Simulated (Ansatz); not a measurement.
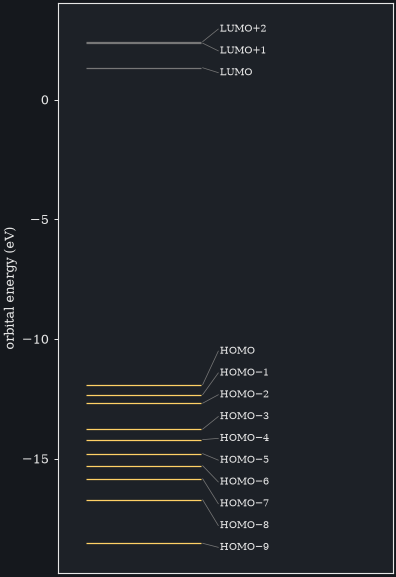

Kohn-Sham orbital energies near the frontier, CAM-B3LYP/def2-TZVPP, the Ansatz code, at a PBE0-D4/def2-TZVP geometry (a minimum by its frequencies), isolated molecule; empty levels in grey, levels within 0.03 eV side by side.

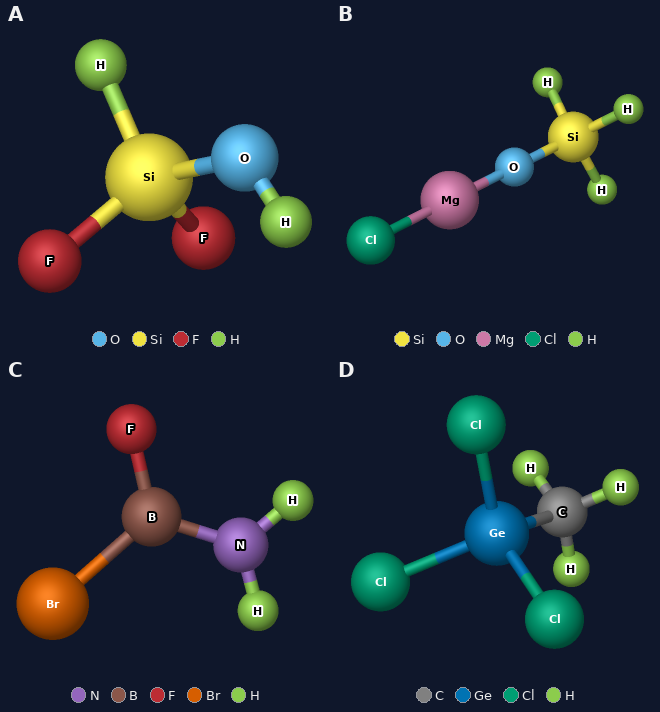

Question: Which molecule has this level scheme? Choose among the lettered structures.

Answer: Structure A, SiH₂OF₂, SMILES O[SiH](F)F. HOMO −11.91 eV, LUMO 1.33 eV, separation 13.24 eV.

Caveats: empty levels above zero depend strongly on the basis.
